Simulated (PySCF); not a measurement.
C$_{4}$H$_{7}$F$_{2}$O$_{2}$S (doublet)

```xyz
16

C    -0.6996    0.9416    0.4191
C    -1.1361   -0.2640    1.0189
C    -1.9423   -1.2983    0.3408
F    -0.3747   -0.7083    2.0570
S     0.7803    0.5524   -0.8152
O     1.0295    1.6689   -1.6837
O     0.5511   -0.7346   -1.4221
C     2.2621    0.3293    0.3096
F     2.3287    1.4383    1.0824
H    -0.2290    1.6556    1.0861
H    -1.4161    1.4025   -0.2489
H    -1.3623   -1.7345   -0.4820
H    -2.2073   -2.0887    1.0387
H    -2.8445   -0.8613   -0.0811
H     3.1601    0.2533   -0.3013
H     2.0925   -0.5433    0.9379
```

Geometry: GFN2-xTB.

These are results of PySCF 2.14.0, density-fitted response routines, UKS B3LYP, pcH-1 on C F H O S, non-relativistic, mean-field spin-orbit, GIAO, not measurements.

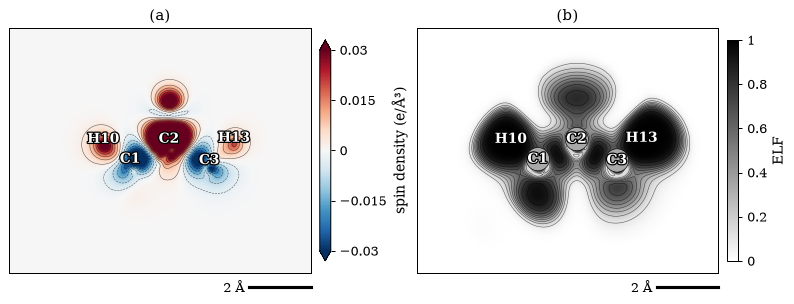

Figure 1. (a) spin density; (b) ELF on the plane of atoms C1, C2 and C3. Grey discs cover the atomic cores in the ELF map.

**What does the map show?**

- Atoms in the plane: C and H.
- C–C (1.42 Å): the ELF peaks at about 0.95 between the atoms; localised, covalent bonding.
- C–H (1.08 Å): the ELF is about 1 at the midpoint: a covalent bond by its length.
- C–C (1.48 Å): the ELF peaks at about 0.95 between the atoms; a covalent bond.
- The ELF also peaks beside F4, away from the bonds: non-bonding electrons, paired or unpaired.
- The unpaired spin (1 electron) lies mostly on C2 (about 0.5), S5 (about 0.1) and F4 (about 0.1), in electrons by Hirshfeld's partition.

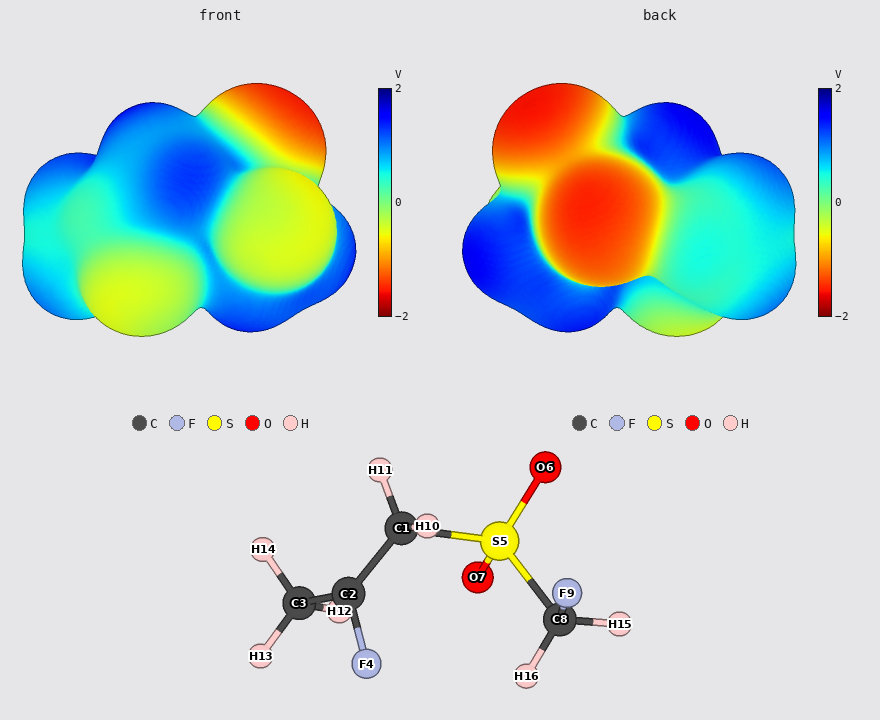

Figure 2. The molecular electrostatic potential painted on the density surface at 0.002 e/bohr³, seen from the front and from behind; the colour scale runs from red (negative) to blue (positive). The bare structure is drawn below in the same view.

**Which sites attract a positive test charge, and which a negative one?**

A positive charge is drawn to the negative regions and a negative charge to the positive ones. The most negative region (about −1.6 V, or −37 kcal/mol for a unit charge) lies over O6, the most positive (about +1.6 V, or +37 kcal/mol for a unit charge) over H11 and H15. O6 is the likeliest acceptor of a hydrogen bond.
